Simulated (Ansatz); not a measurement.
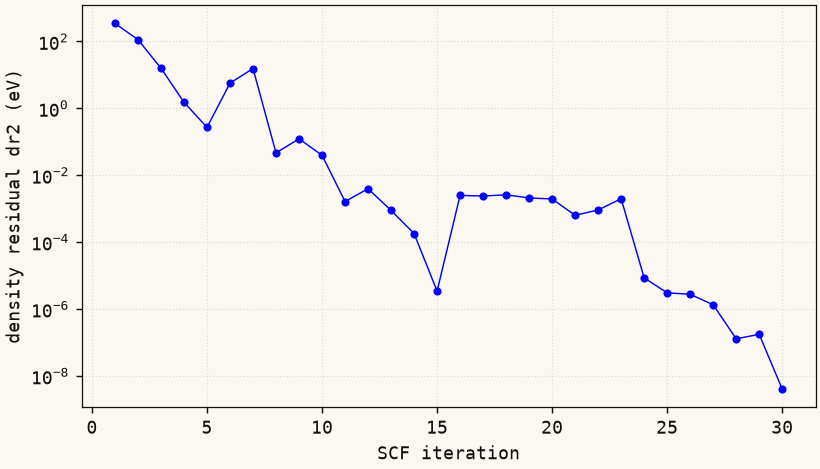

The plot shows the SCF iterations of a calculation: density residual dr2. The starting density is a sum of atomic densities corrected by a trained network.

Sr2KHfO6 (defect cell, 10 atoms in the cell, total charge −3), run with Ansatz.

```
crystal:
  lattice:
    - [8.211132, 0.000000, 0.000000]
    - [0.000000, 4.105566, 0.000000]
    - [0.000000, 0.000000, 4.105566]
  atoms:
    - { symbol: Sr, position: [0.995809, 0.006631, 0.009744] }
    - { symbol: Sr, position: [0.498847, 0.999861, 0.006984] }
    - { symbol: K, position: [0.250825, 0.496887, 0.512898] }
    - { symbol: Hf, position: [0.755026, 0.482567, 0.502564] }
    - { symbol: O, position: [0.241816, 0.492900, 0.989591] }
    - { symbol: O, position: [0.752982, 0.508538, 0.002370] }
    - { symbol: O, position: [0.999284, 0.514075, 0.511893] }
    - { symbol: O, position: [0.493462, 0.495417, 0.494659] }
    - { symbol: O, position: [0.247548, 0.006065, 0.503732] }
    - { symbol: O, position: [0.747494, 0.008034, 0.495067] }
kpoints:
  mp_grid: { grid: [2, 2, 2], shift: [0.5, 0.5, 0.5] }
basis: { ecutwfc: 120, xc_grid: 3 }
hamiltonian:
  xc: pbesol
  dispersion: d3bj
total_charge: -3
scf:
  occupations: { method: fermi_dirac, width: 0.01 }
  max_iter: 90
output:
  forces: true
  eigenvalues: true
  stress: true
```

Command:
```bash
ansatz run in.yaml --threads 8 --pin off --max-ram 118750MiB --runs-dir r --events-out ev --progress --plain --backend cuda --devices 0,
```

> How did this run end?

It converged, after 30 iterations. The residual falls unevenly and jumps up by a factor of two or more 6 times on the way down, most sharply at step 16 (by about 3 orders of magnitude).
